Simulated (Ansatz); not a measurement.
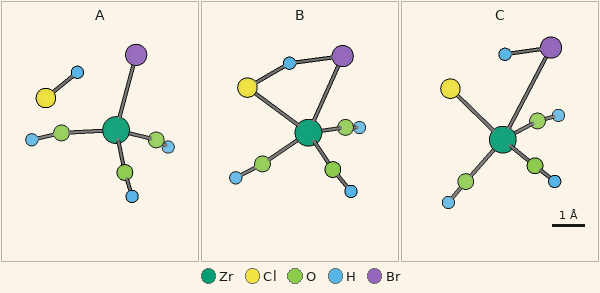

3 geometries from a converged minimum-energy path of ZrH4O3BrCl, made up at the start of ZrH3O3Cl and HBr, shuffled. A ball-and-stick model, seen from a free direction.

All numbers below come from RKS PBE-D4/def2-SVP (Ansatz). Settings: 5 movable images; climbing image; force threshold 0.05 eV/Å; iteration limit 60; starting path through a guess of the saddle point.

> Which frame is the top of the path?

B. In order along the path, whose images run from 0 to 6: C (image 1, +0.047 eV), B (image 3, +0.196 eV), A (image 5, +0.037 eV). Breaking: Br–H (1.46 → 2.35 Å), Cl–Zr (2.43 → 3.75 Å). Forming: Cl–H (2.23 → 1.33 Å), Br–Zr (3.96 → 2.59 Å).

Limits of the set-up: the start holds two separate molecules, 2.2 Å apart at their closest, whose relative position is a soft coordinate.

Cost: 4.2 min on 4 threads of Arm Neoverse V1 (shared host), peak memory 0.23 GiB.
